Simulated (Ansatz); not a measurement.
The figure comes from a scan of Ti (hcp, Mg type): volume and axial ratio are varied about the relaxed values (subscript 0). All values below come from PBE (plane waves to 420 eV, PAW, scalar-relativistic; Ansatz, a first-principles code). k mesh 18×18×10 (Γ-centred), Fermi-Dirac smearing 0.05 eV. E stands for the smeared free energy. With partly filled bands, the response to shear is sensitive to the k mesh, so small differences along c/a are uncertain. The PAW data are Ansatz's earlier set. Ti is run without spin polarisation. Ti was relaxed with its symmetry unable to fall. ΔE is measured from the relaxed starting cell.

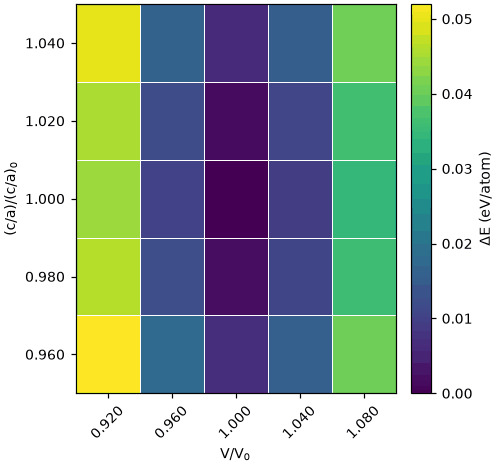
Figure. ΔE (eV/atom), one tile a computed point.

Problem. Read the plotted values off the figure, to the accuracy that the plot allows.

Solution. To the nearest 0.005:

ΔE (eV/atom), with V/V₀ across and (c/a)/(c/a)₀ down:

```tsv
(c/a)/(c/a)₀ \ V/V₀	0.920	0.960	1.000	1.040	1.080
0.960	0.050	0.020	0.005	0.015	0.040
0.980	0.045	0.010	0.000	0.010	0.035
1.000	0.045	0.010	0.000	0.010	0.035
1.020	0.045	0.010	0.000	0.010	0.035
1.040	0.050	0.015	0.005	0.015	0.040
```

(A scan under strain: stresses follow from slopes of the energy per volume, elastic moduli from its curvatures.)
